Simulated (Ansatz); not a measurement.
Ligand exchange: C4H9Cl + GeH3(CH3) → C4H10 + GeH2(CH3)Cl

Species: C4H9Cl (1-chloro-2-methylpropane) `CC(C)CCl`, singlet; GeH3(CH3) (methyl germane), singlet; C4H10 (isobutane) `CC(C)C`, singlet; GeH2(CH3)Cl, singlet. The partners trade Cl for H: C–Cl and Ge–H bonds give way to C–H and Ge–Cl.

Shapes, held fixed at every level: PBE0-D4/def2-TZVP. Flexible molecules stand in one conformer, not always the lowest. Programs: Ansatz 0.2.0. The zero-point and thermal change to 298 K, harmonic and unscaled (PBE0-D4/def2-TZVP), is +6.7 kJ/mol.

| level | kind | ΔH(298 K) (kJ/mol) | less CCSD(T)/def2-TZVPP |
| --- | --- | --- | --- |
| HF/def2-SVP | Hartree–Fock | -143.2 | -14.8 |
| HF/def2-TZVPP | Hartree–Fock | -143.3 | -14.9 |
| PBE-D4/def2-TZVPP | GGA | -124.1 | +4.3 |
| MP2/def2-SVP | perturbation theory | -129.7 | -1.3 |
| MP2/def2-TZVPP | perturbation theory | -132.2 | -3.8 |
| CCSD(T)/def2-SVP | coupled cluster or CI | -125.4 | +3.0 |
| CCSD(T)/def2-TZVPP | coupled cluster or CI | -128.4 | 0.0 |

The highest level, CCSD(T)/def2-TZVPP, gives ΔH(298 K) = -128.4 kJ/mol; the levels span -143.3 to -124.1. The column of differences is taken from that level and isn't an error. No measured value is set beside it here. Relativity is left out for Ge. Outer-core shells of Ge are correlated, in sets that cover them unevenly.

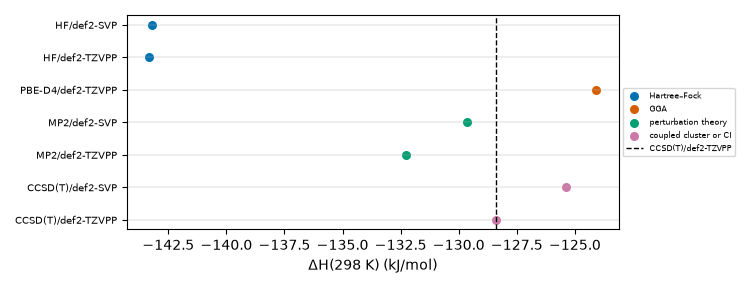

The values of the table, level by level.
